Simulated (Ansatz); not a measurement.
**Pressure series in PbS**

Start from PbS in the rock salt structure (space group Fm-3m, No. 225).

```
CELL_PARAMETERS angstrom
      0.00000     2.95134     2.95134
      2.95134     0.00000     2.95134
      2.95134     2.95134     0.00000
ATOMIC_POSITIONS crystal
  S  0.00000 0.00000 0.00000
  Pb 0.50000 0.50000 0.50000
```

Cell and atoms are relaxed at each pressure.

Computed with Ansatz (a program for electronic structure), PBEsol, PAW, cutoff 420 eV, spin-orbit coupling left out.

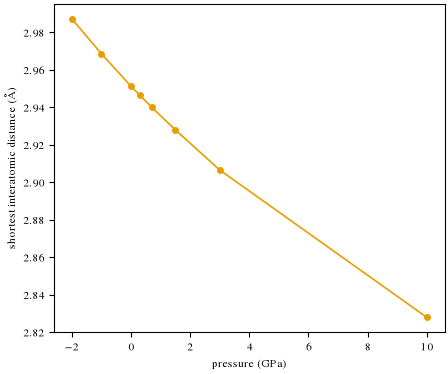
Fig. 1. Shortest interatomic distance against pressure

**Question.** From the plot, what is the shortest interatomic distance for pressure 1.5 GPa?

**Answer.** About 2.93 Å.

**Question.** Is the trend monotonic over the range shown?

**Answer.** Yes, it falls throughout, spanning 2.828 Å to 2.987 Å.

Load acts through the strain it causes; cell and atoms are relaxed under it. Whether these cells are dynamically stable was not tested. Competing high-pressure phases were not computed. The final runs are not spin-polarised.
